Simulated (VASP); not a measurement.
Band structure of AgI (wurtzite). Calculation: PW91 GGA, VASP's PBE PAW potentials (set 64) (plane waves; VASP).

Unless said otherwise, spin-orbit coupling is left out, though it shifts the bands of the heavy elements here.

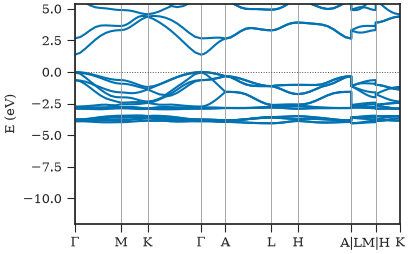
Figure: Bands along high-symmetry lines, zero at the valence-band maximum or, without a gap, the Fermi level

**Question.** Read the plot: is there a gap, and where are the band edges?

**Answer.** The gap is direct, 1.37 eV, from the valence maximum at Γ to the conduction minimum at Γ. (Edges off the drawn lines would not show.)

The compound is AgI in the wurtzite structure. It was relaxed first, which changed the volume by +6 %.
